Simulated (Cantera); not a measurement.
Input: 1 mol NaCl, 0.053 mol HCl, 110 mol N2, equilibrated at 59000 Pa.

Cantera equilibrium calculation (NASA polynomials, part measured and part estimated; ideal gas, pure solids and liquids). Candidate condensed phases: NH4Cl, Na, NaCl; 17 gas species. Equilibrium is a limit: real reactors are often held back by kinetics, nucleation or transport.

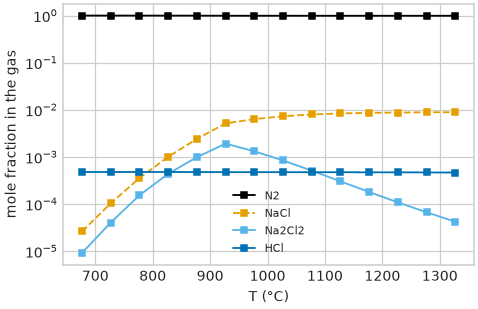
Fig. 1. Equilibrium gas composition (values under 1e-9 drawn at 1e-9)

From 677 °C to 777 °C the condensed part is NaCl(s). From 827 °C to 877 °C the condensed part is NaCl(l). From 927 °C to 1327 °C nothing is condensed. The main Na-bearing gas is NaCl throughout.
